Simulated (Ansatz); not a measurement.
Phonon calculation of CH$_{6}$AlNO

The run: phonon calculation of CH$_{6}$AlNO. Method and program: UKS BLYP-D4/def2-SVP (Ansatz 0.2.0).

It belongs to a series of runs on one base structure; here: vibrations at the highest image of the band.

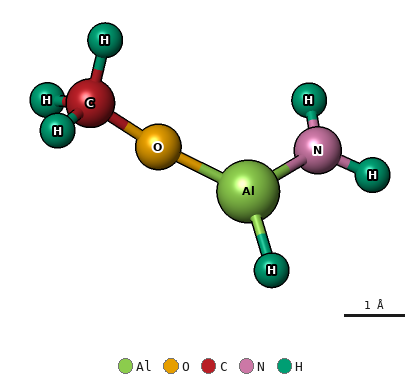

The structure as given in the input (ball-and-stick view, seen at a tilt). Sticks mark near contacts. Bond lengths as drawn: Al–H 1.58 Å, Al–N 1.78 Å, Al–O 1.69 Å, C–H 1.12 Å, C–O 1.39 Å and H–N 1.02 Å.

## The input
```yaml
crystal:
  periodic: [false, false, false]
  atoms:
    - { symbol: Al, position_ang: [-0.569385, -0.841198, 0.627627] }
    - { symbol: O, position_ang: [0.666138, -0.124646, -0.274961] }
    - { symbol: C, position_ang: [1.558807, 0.432535, -1.184628] }
    - { symbol: "N", position_ang: [-1.898299, 0.161554, 1.267307] }
    - { symbol: H, position_ang: [-2.005927, 1.171918, 1.147561] }
    - { symbol: H, position_ang: [-0.560784, -2.393572, 0.933554] }
    - { symbol: H, position_ang: [1.032527, 0.946436, -2.023822] }
    - { symbol: H, position_ang: [2.213751, 1.191701, -0.696203] }
    - { symbol: H, position_ang: [2.227827, -0.338899, -1.634168] }
    - { symbol: H, position_ang: [-2.664857, -0.205929, 1.837634] }
magnetization:
  spin_polarized: true
basis:
  gaussian: { orbitals: def2-SVP }
hamiltonian:
  xc: blyp
  dispersion: d4
phonons: {}
```

Machine: 2 threads of Arm Neoverse V1, 24 GiB of memory available, shared host.

Launch command:
```bash
ansatz run input.yaml --threads 2 --pin off --max-ram 3072MiB --backend cpu --events-out ev --progress --plain --runs-dir out
```

## Output
```
Engine: ansatz 0.2.0, aarch64-unknown-linux-gnu
Functional definition: BLYP
  parameter beta = 0.0042
  parameter a = 0.04918
  parameter b = 0.132
  parameter c = 0.2533
  parameter d = 0.349
  exchange = b88_x(beta = beta)
  correlation = lyp_c(a = a, b = b, c = c, d = d)
1014 factors; their error is unknown
mean field evaluation 1: about -11246.7373 eV, gradient 6.3e1 eV
mean field evaluation 2: about -11180.1669 eV, gradient 1.3e2 eV
mean field evaluation 4: about -11262.9988 eV, gradient 9.4e0 eV
mean field evaluation 8: about -11263.3946 eV, gradient 3.0e-1 eV
mean field evaluation 16: about -11263.3482 eV, gradient 5.6e-5 eV
mean field -11263.34824740 eV, -413.9204135203 hartree, gradient 5.6e-5 eV, S^2 0.000000; 0 other end points of the search recorded, 0 dependent functions left out
the calculation of the forces begins
reference -11263.34858686 eV, -413.9204259954 hartree; 20, 20 occupied and 70, 70 virtual orbitals, 1014 factors
these checks for a lower state are left out or cut short: stability, starts, cluster_reference, orbital_swaps, neighbouring_geometries, increment
1014 factors; their error is unknown
mean field -11263.34807840 eV, -413.9204073096 hartree, gradient 2.2e-6 eV, S^2 0.000000; 0 other end points of the search recorded, 0 dependent functions left out
[... from here on the field's lines of each further geometry are left out, up to the last ...]
the calculation of the forces begins
reference -11263.34855237 eV, -413.9204247276 hartree; 20, 20 occupied and 70, 70 virtual orbitals, 1014 factors
these checks for a lower state are left out or cut short: stability, starts, cluster_reference, orbital_swaps, neighbouring_geometries, increment
1014 factors; their error is unknown
mean field -11263.34819757 eV, -413.9204116892 hartree, gradient 1.9e-6 eV, S^2 0.000000; 0 other end points of the search recorded, 0 dependent functions left out
the calculation of the forces begins
reference -11263.34853704 eV, -413.9204241643 hartree; 20, 20 occupied and 70, 70 virtual orbitals, 1014 factors
WARN: phonons: modes at or below zero, which the zero-point energy, F, S and C_V leave out: 2, the lowest at -101.12 cm⁻¹. A minimum has none, and a first-order saddle one
Total energy: -11263.66335981 eV, -413.9319936877 hartree
Atom 0 at    -0.569385    -0.841198     0.627627 Å, force    -0.014112     0.004039    -0.010340 eV/Å
Atom 1 at     0.666138    -0.124646    -0.274961 Å, force    -0.008078     0.006211     0.000858 eV/Å
Atom 2 at     1.558807     0.432535    -1.184628 Å, force     0.010224    -0.001165     0.006339 eV/Å
Atom 3 at    -1.898299     0.161554     1.267307 Å, force     0.013484    -0.016281     0.000287 eV/Å
Atom 4 at    -2.005927     1.171918     1.147561 Å, force     0.000840     0.003460    -0.000331 eV/Å
Atom 5 at    -0.560784    -2.393572     0.933554 Å, force     0.003982     0.001051     0.005923 eV/Å
Atom 6 at     1.032527     0.946436    -2.023822 Å, force    -0.001837    -0.003633     0.000185 eV/Å
Atom 7 at     2.213751     1.191701    -0.696203 Å, force     0.001097     0.001567     0.001560 eV/Å
Atom 8 at     2.227827    -0.338899    -1.634168 Å, force    -0.004209     0.000359    -0.003765 eV/Å
Atom 9 at    -2.664857    -0.205929     1.837634 Å, force    -0.001390     0.004392    -0.000715 eV/Å
Dipole moment:    -0.115720     0.254704    -0.021014 e Å
Vibrations: -101.12 -11.47 53.58 197.74 355.87 365.03 497.53 563.19 624.66 732.30 831.66 1154.11 1157.51 1271.95 1430.98 1433.95 1453.47 1481.10 1924.36 2880.88 2936.55 2940.47 3464.49 3549.92 cm⁻¹, zero-point energy 1.940434 eV
```

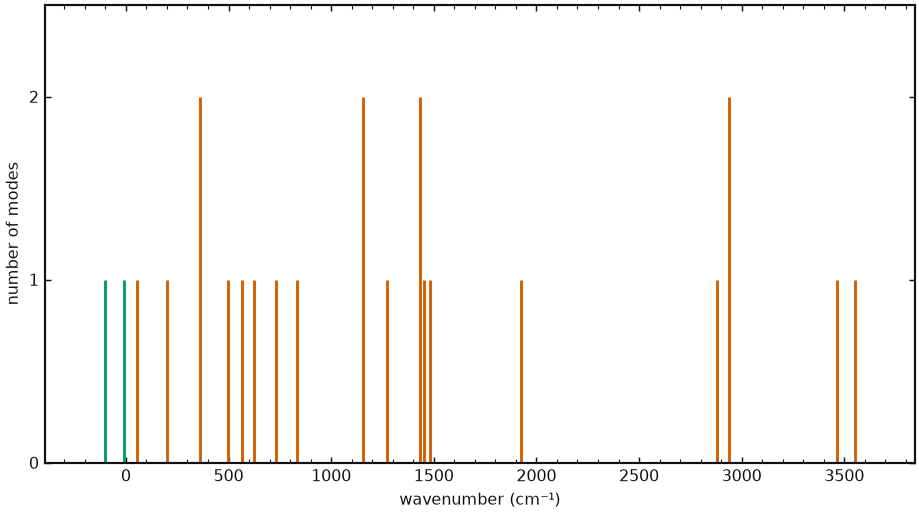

Harmonic vibrational wavenumbers from the force constants; neighbouring modes closer than 17 cm⁻¹ are counted in one stick, and imaginary ones are drawn at negative wavenumbers. 24 modes from 101i to 3550 cm⁻¹, 2 imaginary beyond 8i (101i, 9i cm⁻¹): not a minimum.

## Summary

```csv
quantity,value
outcome,converged
total energy,−11263.6634 eV
mean-field energy,−11263.3486 eV
largest force (length of the vector),0.021 eV/Å
wall time,72 s (CPU time 2.3 min)
peak memory,0.14 GiB
```
